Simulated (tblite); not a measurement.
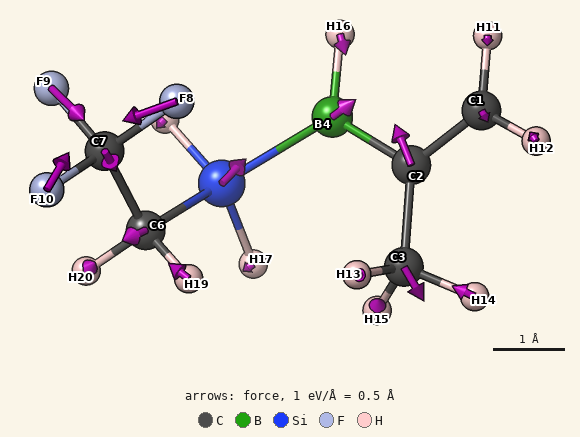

Starting geometry of C5H10BF3Si with the computed forces as purple arrows. Style: ball-and-stick. Shown at a tilt.

Level of theory: tblite 0.8.0, GFN2-xTB geometry optimisation, gas phase. 

> Is this structure relaxed? If not, where do the atoms go?

It isn't relaxed: the largest force vector, on an F atom, is 1.95 eV/Å. The final displacements have little in common with the starting forces (cosine between the two patterns 0.23). The atom that moves furthest after the best rigid fit is an F atom (0.58 Å). By element the largest moves are F 0.58 Å, H 0.42 Å, C 0.21 Å, B 0.10 Å, Si 0.08 Å. Some distances before and after: C–Si 1.881 → 1.936 Å, C–F 1.392 → 1.346 Å, C–C 1.532 → 1.489 Å, B–C 1.580 → 1.549 Å. Among the angles between lasting bonds that change: B–Si–H 108.9° → 117.5°, B–Si–H 109.7° → 117.2°, C–Si–H 108.5° → 101.0°. The energy falls by 9.55 kcal/mol in 112 geometry steps. Cost: 1.7 s on 1 thread of Arm Neoverse N1 (shared host).
